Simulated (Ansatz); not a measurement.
```xyz
11

C    -0.4155    1.2694   -0.3365
N    -0.1173   -0.1495   -0.3416
C     0.5224   -0.5742    0.8851
Si   -0.5290   -1.0981   -1.7066
H    -0.8967    1.5557   -1.2729
H     0.5001    1.8614   -0.2199
H    -1.0860    1.5256    0.4925
H     1.4628   -0.0312    1.0411
H     0.7337   -1.6408    0.8472
H    -0.1211   -0.3702    1.7499
H     0.0120   -2.4053   -1.1177
```

Geometry: PBE0-D4/def2-TZVP.

Method: RKS PBE0-D4/def2-TZVPP in Ansatz 0.2.0.

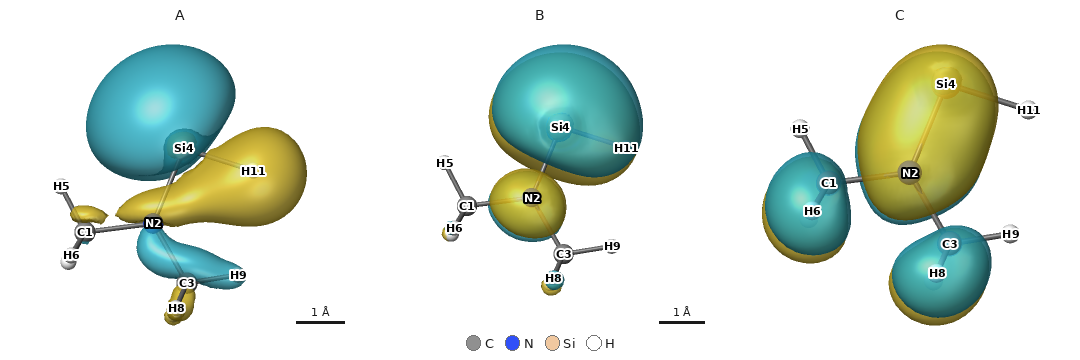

C₂H₇NSi (SMILES CN(C)[SiH]). Three frontier orbitals at ±0.08 Å⁻³ᐟ² (yellow and cyan are the two phases), in no order.

Q: Order the three orbitals by energy and name them.

A: C is the HOMO−1 (−7.34 eV). Its weight (Hirshfeld) is mainly on N2 (about 45 %), Si4 (about 20 %), C1 (about 10 %) and C3 (about 10 %). A is the HOMO (−6.20 eV). Its weight (Hirshfeld) is mainly on Si4 (about 75 %) and H11 (about 15 %). B is the LUMO (−1.45 eV). By Hirshfeld shares it lies mainly on Si4 (about 75 %) and N2 (about 15 %).

Q: What is the HOMO–LUMO gap?

A: 4.75 eV between the orbital energies.
